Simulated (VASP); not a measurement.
Band structure of Lu (hcp). Computed with revPBE GGA, VASP's PBE PAW potentials (set 64) (plane waves; VASP 6.6.1).

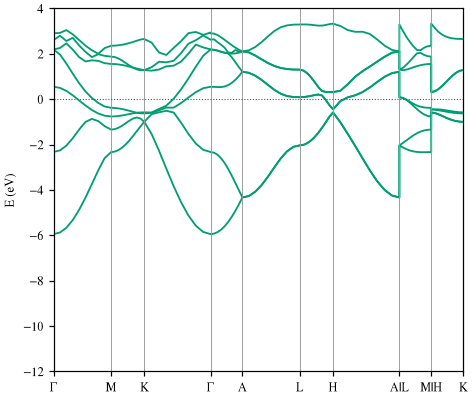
Figure: Bands along high-symmetry lines, zero at the valence-band maximum or, without a gap, the Fermi level

Task: Read the plot: is there a gap, and where are the band edges?

Result: It has no gap at this level: it comes out as a metal or semimetal. (Edges off the drawn lines would not show.)

The compound is Lu in the hcp structure. It was relaxed first.
